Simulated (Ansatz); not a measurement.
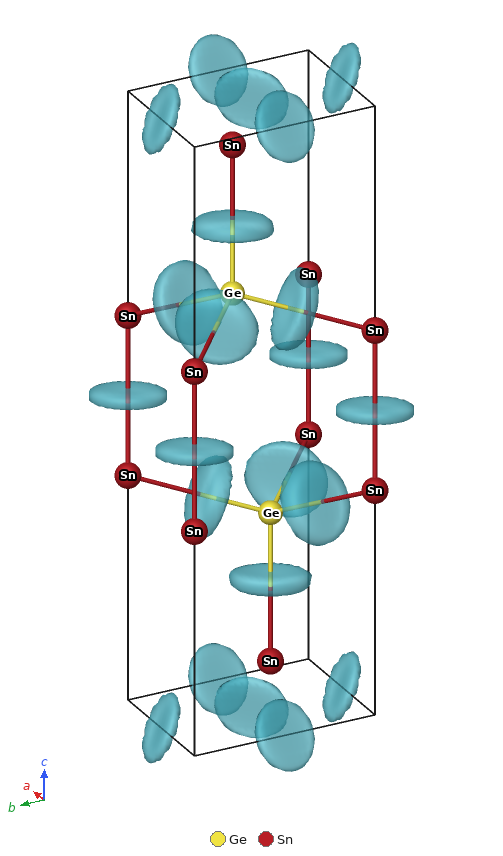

Figure. Sn2Ge. Isosurface of the electron localisation function at 0.6 (cyan), seen at an oblique angle. Only the valence region is drawn (cores and ρ < 0.01 e/Å³ removed). Sticks mark near contacts.

Space group P-3m1; started from the ordered alloy on diamond lattice prototype, which need not be the ambient phase.

Level of theory: Ansatz 0.2.0, DFT, PBE, plane waves, PAW.

> Describe the localisation domains.

At this value the surface marks out eight regions between bonded Ge–Sn atoms (shared pairs) and four regions between bonded Sn–Sn atoms (shared pairs), counted in one cell of 6 atoms. Any copies at cell faces, edges or corners count once. Along the contacts the grid gives the following. Sn–Ge (2.69 Å): the ELF peaks at about 0.70 between the atoms. Sn–Sn (2.82 Å): the ELF peaks at about 0.65 between the atoms.
